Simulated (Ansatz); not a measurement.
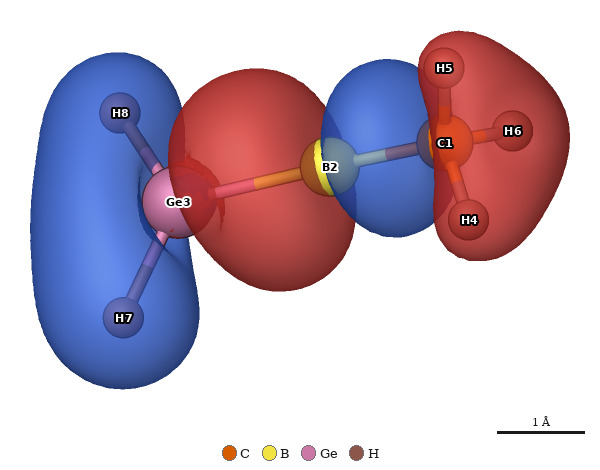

The picture shows: CH5BGe (charge +1, doublet). The HOMO−1 (α) at ±0.08 Å⁻³ᐟ² (red and blue are the two phases), seen at a tilt.

Geometry: PBE0-D3(BJ)/def2-SVP.

All numbers below come from isolated molecule in a Gaussian basis; Kohn-Sham density functional theory, functional PBE0 in Ansatz.

```yaml
atoms:
  - { symbol: C, position_ang: [-1.8052, -0.7816, 0.3125] }
  - { symbol: B, position_ang: [-0.8884, -0.1355, 1.2881] }
  - { symbol: Ge, position_ang: [0.3377, 0.7470, 2.5364] }
  - { symbol: H, position_ang: [-1.6239, -0.2857, -0.6664] }
  - { symbol: H, position_ang: [-2.8703, -0.6302, 0.5661] }
  - { symbol: H, position_ang: [-1.5943, -1.8587, 0.1802] }
  - { symbol: H, position_ang: [1.2424, 1.8492, 2.0125] }
  - { symbol: H, position_ang: [0.3448, 0.3008, 3.9884] }
```

**What is the character of this orbital?**

By Hirshfeld shares it lies mainly on Ge3 (about 30 %), B2 (about 30 %), C1 (about 20 %) and H7 (about 10 %). Its energy is −15.70 eV.
